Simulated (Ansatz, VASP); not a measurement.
## Cross-check of BaZrO3 between VASP and Ansatz

Wanted: the spread between two codes on one cell, functional and k mesh. The cell is taken from a series of runs on this material, whose earlier steps may have relaxed or scaled it; both programs get it as it stands.

Calculated with Ansatz 0.2.0; plane waves, with VASP 6.6.1 beside it; zone-centre phonons at LDA.

## 1. Set-up

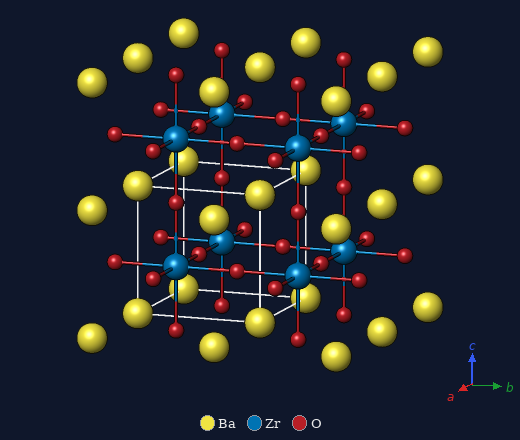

The starting structure, seen slightly off an axis (barium yellow, zirconium blue, oxygen red). 2×2×2 cells are drawn. Some periodic images of atoms are drawn too.

Structure file:

```cif
data_structure
_symmetry_space_group_name_H-M 'Pm-3m'
_symmetry_Int_Tables_number 221
_cell_length_a 4.1595
_cell_length_b 4.1595
_cell_length_c 4.1595
_cell_angle_alpha 90.000
_cell_angle_beta 90.000
_cell_angle_gamma 90.000
_cell_volume 71.96
loop_
_atom_site_label
_atom_site_type_symbol
_atom_site_symmetry_multiplicity
_atom_site_Wyckoff_symbol
_atom_site_fract_x
_atom_site_fract_y
_atom_site_fract_z
_atom_site_occupancy
Ba1 Ba 1 a 0.00000 0.00000 0.00000 1
Zr1 Zr 1 b 0.50000 0.50000 0.50000 1
O1 O 3 c 0.50000 0.50000 0.00000 1
```

## 2. VASP: zone-centre phonons, LDA

Second derivatives magnify differences that forces hide, and they need a tight electronic threshold.

Lines of VASP's logs that name or quote its potential files are left out, and so is its time.

The input, INCAR:

```
SYSTEM = BaZrO3
PREC = Accurate
ENCUT = 520
EDIFF = 1E-08
NELM = 100
ISMEAR = 0
SIGMA = 0.01
LREAL = .FALSE.
ALGO = Normal
GGA = CA
NBANDS = 26
LORBIT = 11
LWAVE = .FALSE.
LCHARG = .FALSE.
KPAR = 2
ISIF = 2
LASPH = .TRUE.
IBRION = 8
LEPSILON = .TRUE.
```

The input, POSCAR:

```
BaZrO3
1.0
    4.1594782607      0.0000000000      0.0000000000
    0.0000000000      4.1594782607      0.0000000000
    0.0000000000      0.0000000000      4.1594782607
Ba Zr O
1 1 3
Direct
    0.0000000000      0.0000000000      0.0000000000
    0.5000000000      0.5000000000      0.5000000000
    0.5000000000      0.5000000000      0.0000000000
    0.5000000000      0.0000000000      0.5000000000
    0.0000000000      0.5000000000      0.5000000000
```

The input, KPOINTS:

```
Automatic mesh
0
Gamma
5 5 5
0 0 0
```

The projector-augmented-wave data sets are Ba_sv, Zr_sv and O (LDA family, release 64).

Run with:

```console
mpirun -np 2 vasp_std
```

Numbers of over 12 decimals in the logs are rounded to 6 here.

Log:

```text
[banner, memory and clock lines left out]
running    2 mpi-ranks, on    1 nodes
 distrk:  each k-point on    1 cores,    2 groups
 distr:  one band on    1 cores,    1 groups

 POSCAR found type information on POSCAR BaZrO
 POSCAR found :  3 types and       5 ions
 LDA part: xc-table for (Slater(with rela. corr.)+CA(PZ))
 , standard interpolation
 POSCAR, INCAR and KPOINTS ok, starting setup
 FFT: planning ... GRIDC
 FFT: planning ... GRID_SOFT
 FFT: planning ... GRID
 WAVECAR not read
 entering main loop
       N       E                     dE             d eps       ncg     rms          rms(c)
DAV:   1     0.306997917694E+03    0.30700E+03   -0.22158E+04   520   0.151E+03
DAV:   2    -0.333012628305E+02   -0.34030E+03   -0.33462E+03   646   0.375E+02
DAV:   3    -0.525703945062E+02   -0.19269E+02   -0.19217E+02   806   0.835E+01
DAV:   4    -0.530655814866E+02   -0.49519E+00   -0.49479E+00   736   0.108E+01
DAV:   5    -0.530739516087E+02   -0.83701E-02   -0.83692E-02   742   0.119E+00    0.306E+01
DAV:   6    -0.459695234764E+02    0.71044E+01   -0.40031E+01   594   0.406E+01    0.140E+01
DAV:   7    -0.458096069290E+02    0.15992E+00   -0.30871E+00   740   0.101E+01    0.850E+00
DAV:   8    -0.457445108623E+02    0.65096E-01   -0.31814E-01   634   0.432E+00    0.657E-01
DAV:   9    -0.457402959861E+02    0.42149E-02   -0.51184E-02   754   0.130E+00    0.484E-01
DAV:  10    -0.457402644122E+02    0.31574E-04   -0.12936E-02   730   0.954E-01    0.252E-01
DAV:  11    -0.457399026734E+02    0.36174E-03   -0.22018E-03   668   0.410E-01    0.282E-02
DAV:  12    -0.457399044301E+02   -0.17567E-05   -0.10908E-04   720   0.729E-02    0.263E-02
DAV:  13    -0.457399025255E+02    0.19047E-05   -0.80383E-06   650   0.200E-02    0.281E-03
DAV:  14    -0.457399025428E+02   -0.17326E-07   -0.70992E-07   680   0.659E-03    0.302E-03
DAV:  15    -0.457399025281E+02    0.14708E-07   -0.63824E-08   644   0.226E-03    0.677E-04
DAV:  16    -0.457399025271E+02    0.95952E-09   -0.11687E-08   498   0.846E-04
   1 F= -.45739903E+02 E0= -.45739903E+02  d E =-.359738-144
 Linear response reoptimize wavefunctions to high precision
DAV:   1    -0.457399025272E+02   -0.12096E-09   -0.28506E-09   394   0.368E-04
DAV:   2    -0.457399025273E+02   -0.10186E-09   -0.29541E-10   302   0.997E-05
DAV:   3    -0.457399025273E+02    0.40473E-10   -0.90783E-11   302   0.477E-05
 Linear response G [H, r] |phi>, progress :
  Direction:   1
       N       E                     dE             d eps       ncg     rms
RMM:   1    -0.138418068560E+03   -0.13842E+03    0.11204E+03  1144   0.157E+02
RMM:   2    -0.134422872005E+03    0.39952E+01   -0.41061E+01   978   0.303E+01
RMM:   3    -0.135930725961E+03   -0.15079E+01   -0.87575E+00  1133   0.953E+00
RMM:   4    -0.136329286851E+03   -0.39856E+00   -0.13758E+00  1220   0.362E+00
RMM:   5    -0.136397217411E+03   -0.67931E-01   -0.25044E-01  1216   0.141E+00
RMM:   6    -0.136410186867E+03   -0.12969E-01   -0.46439E-01  1244   0.592E-01
RMM:   7    -0.136414333115E+03   -0.41462E-02   -0.71103E-01  1204   0.304E-01
RMM:   8    -0.136416148942E+03   -0.18158E-02   -0.38152E-01  1188   0.172E-01
RMM:   9    -0.136415491839E+03    0.65710E-03   -0.42102E-01  1189   0.107E-01
RMM:  10    -0.136416263683E+03   -0.77184E-03   -0.25649E-01  1177   0.716E-02
RMM:  11    -0.136415815302E+03    0.44838E-03   -0.20531E-01  1130   0.487E-02
RMM:  12    -0.136416708350E+03   -0.89305E-03   -0.13609E-01  1110   0.360E-02
RMM:  13    -0.136416131366E+03    0.57698E-03   -0.82512E-02  1086   0.267E-02
RMM:  14    -0.136416811850E+03   -0.68048E-03   -0.68154E-02  1063   0.215E-02
RMM:  15    -0.136416485934E+03    0.32592E-03   -0.34985E-02  1032   0.175E-02
RMM:  16    -0.136416778477E+03   -0.29254E-03   -0.31353E-02  1014   0.153E-02
RMM:  17    -0.136416600946E+03    0.17753E-03   -0.14895E-02  1009   0.137E-02
RMM:  18    -0.136416789847E+03   -0.18890E-03   -0.14799E-02   990   0.127E-02
RMM:  19    -0.136416657800E+03    0.13205E-03   -0.68658E-03   962   0.121E-02
RMM:  20    -0.136416769332E+03   -0.11153E-03   -0.92043E-03   944   0.117E-02
RMM:  21    -0.136416726378E+03    0.42955E-04   -0.46517E-03   938   0.114E-02
RMM:  22    -0.136416746919E+03   -0.20541E-04   -0.41416E-03   923   0.113E-02
 Linear response G [H, r] |phi>, progress :
  Direction:   2
       N       E                     dE             d eps       ncg     rms
RMM:   1    -0.154713267838E+03   -0.15471E+03    0.10026E+03  1149   0.159E+02
RMM:   2    -0.151390465919E+03    0.33228E+01   -0.58908E+01   963   0.327E+01
RMM:   3    -0.153245037057E+03   -0.18546E+01   -0.12760E+01  1167   0.108E+01
RMM:   4    -0.153687794949E+03   -0.44276E+00   -0.20069E+00  1261   0.424E+00
RMM:   5    -0.153769225213E+03   -0.81430E-01   -0.41453E-01  1263   0.167E+00
RMM:   6    -0.153788449727E+03   -0.19225E-01    0.99708E-03  1278   0.680E-01
RMM:   7    -0.153791473356E+03   -0.30236E-02   -0.41789E-02  1243   0.343E-01
[...]
RMM:  15    -0.826398963331E+00   -0.13594E-05   -0.57041E-06  1960   0.158E-03    0.597E-05
RMM:  16    -0.826402154942E+00   -0.31916E-05   -0.54466E-06  2000   0.141E-03    0.158E-04
RMM:  17    -0.826400383763E+00    0.17712E-05   -0.37459E-06  1881   0.123E-03    0.201E-05
RMM:  18    -0.826400278873E+00    0.10489E-06   -0.36563E-06  1751   0.110E-03    0.530E-05
[...]
RMM:   3    -0.704027636150E+00   -0.27039E-02   -0.32700E-02  1721   0.544E-01    0.898E-02
RMM:   4    -0.706055708023E+00   -0.20281E-02   -0.91676E-03  2019   0.223E-01    0.444E-02
RMM:   5    -0.706210267871E+00   -0.15456E-03   -0.58459E-04  2048   0.750E-02    0.208E-02
RMM:   6    -0.706113424987E+00    0.96843E-04   -0.13043E-04  2074   0.364E-02    0.236E-03
RMM:   7    -0.706114570916E+00   -0.11459E-05   -0.44247E-05  2050   0.164E-02    0.188E-03
RMM:   8    -0.706113022983E+00    0.15479E-05   -0.68120E-05  2153   0.831E-03    0.882E-04
RMM:   9    -0.706118142502E+00   -0.51195E-05   -0.42518E-05  2194   0.471E-03    0.220E-04
RMM:  10    -0.706119941979E+00   -0.17995E-05   -0.14665E-05  2223   0.298E-03    0.150E-04
RMM:  11    -0.706119940414E+00    0.15642E-08   -0.95967E-06  2275   0.207E-03    0.191E-04
RMM:  12    -0.706119974953E+00   -0.34539E-07   -0.79791E-06  2244   0.157E-03    0.189E-04
RMM:  13    -0.706119997353E+00   -0.22400E-07   -0.51214E-06  2215   0.125E-03    0.198E-04
RMM:  14    -0.706120316591E+00   -0.31924E-06   -0.33675E-06  2193   0.105E-03    0.238E-04
RMM:  15    -0.706120283770E+00    0.32820E-07   -0.23775E-06  2275   0.898E-04    0.259E-04
RMM:  16    -0.706120522402E+00   -0.23863E-06   -0.18549E-06  2232   0.790E-04    0.277E-04
RMM:  17    -0.706120573783E+00   -0.51381E-07   -0.11537E-06  2294   0.704E-04    0.289E-04
RMM:  18    -0.706120765121E+00   -0.19134E-06   -0.10555E-06  2241   0.637E-04    0.290E-04
 first order change of Fermi-energy  -0.72279E-02
 force on displaced ion       2 direction 1 :  -9.633   0.000  -0.000
 Born effective charge ion    2 direction 1 :   6.129   0.000   0.000
 Linear response progress:
  Degree of freedom:   3/  4
       N       E                     dE             d eps       ncg     rms          rms(c)
RMM:   1    -0.370454468665E+00   -0.37045E+00    0.18495E-01  2817   0.261E+00
RMM:   2    -0.360091020513E+00    0.10363E-01   -0.11663E-02  2420   0.392E-01    0.117E-01
RMM:   3    -0.361295429825E+00   -0.12044E-02   -0.19848E-03  2470   0.151E-01    0.599E-02
RMM:   4    -0.362726032206E+00   -0.14306E-02   -0.76733E-04  2482   0.114E-01    0.153E-02
RMM:   5    -0.362756995598E+00   -0.30963E-04   -0.13830E-04  2948   0.344E-02    0.498E-03
RMM:   6    -0.362781603602E+00   -0.24608E-04   -0.20456E-05  3104   0.124E-02    0.166E-03
RMM:   7    -0.362782181682E+00   -0.57808E-06    0.73338E-06  3107   0.562E-03    0.821E-04
RMM:   8    -0.362780447048E+00    0.17346E-05   -0.43112E-06  3197   0.314E-03    0.312E-04
RMM:   9    -0.362780479200E+00   -0.32152E-07   -0.47963E-06  3180   0.185E-03    0.230E-04
RMM:  10    -0.362781973214E+00   -0.14940E-05    0.48028E-07  3198   0.129E-03    0.662E-05
RMM:  11    -0.362782076224E+00   -0.10301E-06   -0.83214E-07  3262   0.874E-04    0.421E-05
RMM:  12    -0.362782529915E+00   -0.45369E-06   -0.50800E-09  3311   0.656E-04    0.269E-05
RMM:  13    -0.362782692520E+00   -0.16260E-06   -0.27272E-07  3348   0.506E-04    0.179E-05
RMM:  14    -0.362782833973E+00   -0.14145E-06   -0.29130E-07  3254   0.422E-04    0.532E-06
RMM:  15    -0.362782891059E+00   -0.57087E-07   -0.85165E-08  3333   0.362E-04    0.107E-05
RMM:  16    -0.362782979419E+00   -0.88360E-07   -0.65271E-08  3246   0.326E-04    0.170E-06
RMM:  17    -0.362783003623E+00   -0.24204E-07   -0.36846E-08  3233   0.301E-04    0.554E-06
RMM:  18    -0.362783017571E+00   -0.13947E-07   -0.30152E-08  3138   0.283E-04    0.117E-06
RMM:  19    -0.362783050727E+00   -0.33156E-07   -0.11213E-07  3162   0.272E-04    0.326E-06
RMM:  20    -0.362783042326E+00    0.84005E-08   -0.17668E-07  2969   0.263E-04    0.126E-06
RMM:  21    -0.362783069557E+00   -0.27230E-07    0.27829E-08  3083   0.258E-04    0.227E-06
RMM:  22    -0.362783058418E+00    0.11138E-07   -0.10791E-07  2925   0.253E-04    0.104E-06
RMM:  23    -0.362783061485E+00   -0.30664E-08   -0.58525E-08  2821   0.250E-04    0.251E-06
 first order change of Fermi-energy  -0.16482E+00
 force on displaced ion       3 direction 1 :  -2.360   0.000   0.000
 Born effective charge ion    3 direction 1 :  -2.030   0.000   0.000
 Linear response progress:
  Degree of freedom:   4/  4
       N       E                     dE             d eps       ncg     rms          rms(c)
RMM:   1    -0.380094090155E+00   -0.38009E+00    0.18975E-01  1893   0.277E+00
RMM:   2    -0.367363888371E+00    0.12730E-01   -0.41722E-02  1711   0.584E-01    0.163E-01
RMM:   3    -0.368863485629E+00   -0.14996E-02   -0.48042E-03  1699   0.255E-01    0.920E-02
RMM:   4    -0.370625635674E+00   -0.17622E-02   -0.14507E-03  1763   0.155E-01    0.283E-02
RMM:   5    -0.370904302394E+00   -0.27867E-03   -0.34215E-04  1928   0.591E-02    0.969E-03
RMM:   6    -0.370961688666E+00   -0.57386E-04   -0.50882E-05  2050   0.220E-02    0.585E-03
RMM:   7    -0.370939942421E+00    0.21746E-04   -0.55676E-05  1895   0.111E-02    0.136E-03
RMM:   8    -0.370950668284E+00   -0.10726E-04   -0.48759E-05  2031   0.547E-03    0.424E-04
RMM:   9    -0.370955462260E+00   -0.47940E-05   -0.26414E-05  2086   0.285E-03    0.317E-04
RMM:  10    -0.370956556712E+00   -0.10945E-05   -0.26175E-05  2126   0.162E-03    0.123E-04
RMM:  11    -0.370956710723E+00   -0.15401E-06   -0.84608E-06  2164   0.102E-03    0.513E-05
RMM:  12    -0.370956628278E+00    0.82445E-07   -0.98548E-06  2159   0.696E-04    0.761E-05
RMM:  13    -0.370956622615E+00    0.56634E-08   -0.39720E-06  2159   0.513E-04    0.982E-05
RMM:  14    -0.370956595947E+00    0.26668E-07   -0.40177E-06  2167   0.416E-04    0.123E-04
RMM:  15    -0.370956613908E+00   -0.17961E-07   -0.23781E-06  2173   0.340E-04    0.128E-04
RMM:  16    -0.370956714287E+00   -0.10038E-06   -0.17982E-06  2071   0.307E-04    0.118E-04
RMM:  17    -0.370957710538E+00   -0.99625E-06   -0.19892E-06  2191   0.393E-04    0.174E-04
RMM:  18    -0.370956722105E+00    0.98843E-06   -0.40427E-07  2113   0.363E-04    0.910E-05
RMM:  19    -0.370956377616E+00    0.34449E-06   -0.17752E-06  1971   0.259E-04    0.120E-04
RMM:  20    -0.370956149790E+00    0.22783E-06   -0.66440E-07  2030   0.228E-04    0.147E-04
RMM:  21    -0.370956194382E+00   -0.44591E-07   -0.69441E-07  2085   0.209E-04    0.139E-04
RMM:  22    -0.370956284370E+00   -0.89989E-07   -0.20806E-07  2049   0.207E-04    0.126E-04
 first order change of Fermi-energy   0.34614E-02
 force on displaced ion       3 direction 3 :   0.000  -0.000 -13.868
 Born effective charge ion    3 direction 3 :   0.000   0.000  -4.840
 Born effective charges drift removed
 Linear response finished
```

(Continued in part 2 of 3.)

[Lines on the potential files, build, host, timing and source positions are cut from VASP's logs without a mark.]

[Logs are printed without paths, hosts, clocks, repeated set-up lines and the standing remarks that a program may print on its own settings, such as how far it seeks lower states.]

[Hosts, paths, dates, database ids (printed as entryN), source tags and the programs' standing remarks are cut or masked in the printed files.]
